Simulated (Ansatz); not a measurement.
# triplet SOF2 at 6 levels

We compute a comparison of 6 runs (U-r2SCAN/aug-cc-pVDZ, U-r2SCAN0/aug-cc-pVDZ, UB2PLYP/aug-cc-pVDZ, UBLYP/aug-cc-pVDZ, UMP2/aug-cc-pVDZ, UCCSD/aug-cc-pVDZ) of triplet SOF2. 

The results are computed with Ansatz 0.2.0.

52 further runs of the same task are left out: 52 set aside as unsound or not needed.

## (1) The system as given

SOF2: 4 atoms, total charge 0, spin state triplet. SMILES of the parent species: `O=S(F)F`. The shape is that of a PBE0-D4/def2-TZVP optimisation. That shape belongs to the parent species and isn't relaxed for this state.

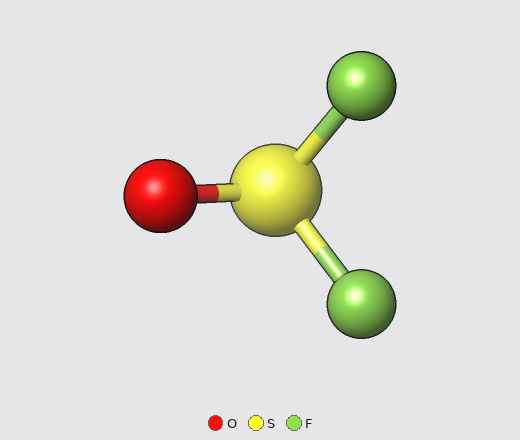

Viewed from a chosen angle; oxygen red, sulfur yellow, fluorine green.

## (2) The energy at U-r2SCAN/aug-cc-pVDZ (run 1)

in.yaml

```yaml
crystal:
  periodic: [false, false, false]
  atoms:
    - symbol: O
      position_ang: [0.932400, 0.066600, -1.017800]
    - symbol: S
      position_ang: [-0.151300, -0.426200, -0.245700]
    - symbol: F
      position_ang: [-1.124400, 0.804200, 0.000400]
    - symbol: F
      position_ang: [0.343300, -0.444600, 1.263100]
basis:
  gaussian: {orbitals: aug-cc-pVDZ}
magnetization: {spin_polarized: true, initial_magnetization: 2}
hamiltonian: {xc: {name: r2SCAN}}
accuracy: high
output: {orbitals: {seedname: orbitals}}
```

Launch:

```sh
ansatz run in.yaml --threads 1 --pin off --max-ram 3480MiB --events-out events.jsonl --progress --plain --runs-dir runs
```

The log of the run:

```text
Warning: RAYON_NUM_THREADS=1 ignored (pool sized by the plan → 1); use --threads N
Functional definition: r2SCAN
  name "r2SCAN"
  parameter k0 = 0.174
  parameter k1 = 0.065
  parameter a1 = 4.9479
  exchange = r2scan_x(k0 = k0, k1 = k1, a1 = a1)
  correlation = r2scan_c
1941 factors; integrals over basis functions are off by at most 3.2e-9 eV
mean field evaluation 1: about -18299.8100 eV, gradient 4.4e1 eV
mean field evaluation 2: about -18253.7703 eV, gradient 1.1e2 eV
mean field evaluation 4: about -18306.2194 eV, gradient 1.2e1 eV
mean field evaluation 8: about -18306.7538 eV, gradient 1.5e-1 eV
mean field evaluation 16: about -18306.7540 eV, gradient 5.1e-5 eV
mean field -18306.75397599 eV, -672.7607998543 hartree, gradient 7.7e-8 eV, S^2 2.008852; 1 other end points of the search recorded, 0 dependent functions left out
reference -18306.75398526 eV, -672.7608001949 hartree; 22, 20 occupied and 74, 76 virtual orbitals, 1941 factors
Total energy: -18306.75398526 eV, -672.7608001949 hartree
```

It took 14 s on 1 thread of Intel Xeon Platinum 8488C (Sapphire Rapids), shared host; peak memory 0.41 GiB.

## (3) A single-point energy at U-r2SCAN0/aug-cc-pVDZ (run 2)

job.yaml

```yaml
basis:
  gaussian: {orbitals: aug-cc-pVDZ}
crystal:
  periodic: [false, false, false]
  atoms:
    - {symbol: O, position_ang: [0.932400, 0.066600, -1.017800]}
    - {symbol: S, position_ang: [-0.151300, -0.426200, -0.245700]}
    - {symbol: F, position_ang: [-1.124400, 0.804200, 0.000400]}
    - {symbol: F, position_ang: [0.343300, -0.444600, 1.263100]}
magnetization: {spin_polarized: true, initial_magnetization: 2}
hamiltonian: {xc: {name: r2SCAN0}}
accuracy: high
output: {orbitals: {seedname: orbitals}}
```

Launch:

```sh
ansatz run job.yaml --threads 1 --pin off --max-ram 3480MiB --events-out events.jsonl --progress --plain --runs-dir runs
```

The log of the run:

```text
Warning: RAYON_NUM_THREADS=1 ignored (pool sized by the plan → 1); use --threads N
Functional definition: r2SCAN0
  name "r2SCAN0"
  parameter a = 0.25
[... 3 set-up lines as earlier in the session ...]
  exchange = (1 - a)*r2scan_x(k0 = k0, k1 = k1, a1 = a1) + a*exact_x
[... 1 set-up line as earlier in the session ...]
1941 factors; integrals over basis functions are off by at most 3.2e-9 eV
mean field evaluation 1: about -18299.3873 eV, gradient 4.0e1 eV
mean field evaluation 2: about -18283.3015 eV, gradient 7.5e1 eV
mean field evaluation 4: about -18304.9342 eV, gradient 5.5e0 eV
mean field evaluation 8: about -18305.3128 eV, gradient 2.6e-1 eV
mean field evaluation 16: about -18305.3138 eV, gradient 1.1e-3 eV
mean field evaluation 32: about -18305.3138 eV, gradient 1.1e-7 eV
mean field -18305.31376657 eV, -672.7078731341 hartree, gradient 6.5e-8 eV, S^2 2.017642; 2 other end points of the search recorded, 0 dependent functions left out
reference -18305.31377364 eV, -672.7078733939 hartree; 22, 20 occupied and 74, 76 virtual orbitals, 1941 factors
Total energy: -18305.31377364 eV, -672.7078733939 hartree
```

Run time: 22 s. Hardware: 1 thread of Intel Xeon Platinum 8488C (Sapphire Rapids), shared host; peak memory 0.54 GiB.

Runs 3 to 4 aren't shown in full; the table further down has their settings and results.

## (4) A single-point energy at UMP2/aug-cc-pVDZ (run 5)

molecule.yaml

```yaml
crystal:
  periodic: [false, false, false]
  atoms:
    - {symbol: O, position_ang: [0.932400, 0.066600, -1.017800]}
    - {symbol: S, position_ang: [-0.151300, -0.426200, -0.245700]}
    - {symbol: F, position_ang: [-1.124400, 0.804200, 0.000400]}
    - {symbol: F, position_ang: [0.343300, -0.444600, 1.263100]}
basis:
  gaussian:
    orbitals: aug-cc-pVDZ
total_charge: 0
magnetization:
  spin_polarized: true
  initial_magnetization: 2
correlation:
  method: mp2
  frozen_orbitals: {F: 1, O: 1, S: 5}
accuracy: high
```

Launch:

```sh
ansatz run molecule.yaml --threads 1 --pin off --max-ram 3480MiB --events-out events.jsonl --progress --plain --runs-dir runs
```

The log of the run, cut to the lines that bear on the results:

```text
Warning: RAYON_NUM_THREADS=1 ignored (pool sized by the plan → 1); use --threads N
Functional definition: HF
  name "HF"
[...]
1941 factors; integrals over basis functions are off by at most 3.2e-9 eV
[...]
mean field -18260.11868630 eV, -671.0469845686 hartree, gradient 2.3e-8 eV, S^2 2.057013; 9 other end points of the search recorded, 0 dependent functions left out
8 core orbitals not correlated: weight in the atoms' cores, before any rotation towards them, 1.000 or more for the frozen orbitals, at most 0.000 for the correlated occupied ones
reference -18260.11868630 eV, -671.0469845686 hartree; 14, 12 occupied and 74, 76 virtual orbitals, 1941 factors
second order -19.66298269 eV of doubles, -0.00000000 eV of singles
Total energy: -18279.78166899 eV, -671.7695858543 hartree
```

Wall time 9.9 s (1 thread of Intel Xeon Platinum 8488C (Sapphire Rapids), shared host); peak memory 0.37 GiB.

## (5) The energy at UCCSD/aug-cc-pVDZ (run 6)

in.yaml

```yaml
crystal:
  periodic: [false, false, false]
  atoms:
    - {symbol: O, position_ang: [0.932400, 0.066600, -1.017800]}
    - {symbol: S, position_ang: [-0.151300, -0.426200, -0.245700]}
    - {symbol: F, position_ang: [-1.124400, 0.804200, 0.000400]}
    - {symbol: F, position_ang: [0.343300, -0.444600, 1.263100]}
basis:
  gaussian:
    orbitals: aug-cc-pVDZ
magnetization:
  spin_polarized: true
  initial_magnetization: 2
correlation:
  method: ccsd
  frozen_orbitals: {F: 1, O: 1, S: 5}
accuracy: high
scf:
  omitted_lower_state_checks: [cluster_reference, increment]
```

Launch:

```sh
ansatz run in.yaml --threads 1 --pin off --max-ram 3480MiB --events-out events.jsonl --progress --plain --runs-dir runs
```

The log of the run, cut to the lines that bear on the results:

```text
Warning: RAYON_NUM_THREADS=1 ignored (pool sized by the plan → 1); use --threads N
[... 2 set-up lines as earlier in the session ...]
[...]
1941 factors; integrals over basis functions are off by at most 3.2e-9 eV
[...]
mean field -18260.11868630 eV, -671.0469845686 hartree, gradient 2.3e-8 eV, S^2 2.057013; 9 other end points of the search recorded, 0 dependent functions left out
8 core orbitals not correlated: weight in the atoms' cores, before any rotation towards them, 1.000 or more for the frozen orbitals, at most 0.000 for the correlated occupied ones
reference -18260.11868630 eV, -671.0469845686 hartree; 14, 12 occupied and 74, 76 virtual orbitals, 1941 factors
second order -19.66298269 eV of doubles, -0.00000000 eV of singles
cycle   1  -19.45449398 eV  change    2.1e-1 eV  update   1.3e-1
[...]
cycle  33  -20.32547970 eV  change    1.4e-9 eV  update   2.9e-9
Total energy: -18280.44416600 eV, -671.7939321703 hartree
Checks for a lower state left out: cluster_reference, increment
```

It took 92 s on 1 thread of Intel Xeon Platinum 8488C (Sapphire Rapids), shared host; peak memory 1.3 GiB.

## (6) The series

| run | level | frozen core orbitals | energy (Eh) | HOMO energy (eV) | ⟨S²⟩ | wall time |
| --- | --- | --- | --- | --- | --- | --- |
| 1 | U-r2SCAN/aug-cc-pVDZ | – | -672.760800 | -3.20 | 2.009 | 14 s |
| 2 | U-r2SCAN0/aug-cc-pVDZ | – | -672.707873 | -4.51 | 2.018 | 22 s |
| 3 | UB2PLYP/aug-cc-pVDZ | 8 | -672.564774 | -5.49 | 2.025 | 20 s |
| 4 | UBLYP/aug-cc-pVDZ | – | -672.881525 | -2.80 | 2.003 | 9 s |
| 5 | UMP2/aug-cc-pVDZ | 8 | -671.769586 | – | 2.057 | 9.9 s |
| 6 | UCCSD/aug-cc-pVDZ | 8 | -671.793932 | – | 2.057 | 92 s |

## (7) Results

| quantity | value |
| --- | --- |
| run 6: total energy | -671.79393 Eh |
| run 6: correlation energy (8 core orbitals frozen) | -746.9 mEh |
| run 6: ⟨S²⟩ of the reference determinant | 2.057 |
| run 6: T1 diagnostic | 0.038 |

In words: Totals of different functionals can't be ranked against each other. All runs together took 2.8 min, the longest 92 s.
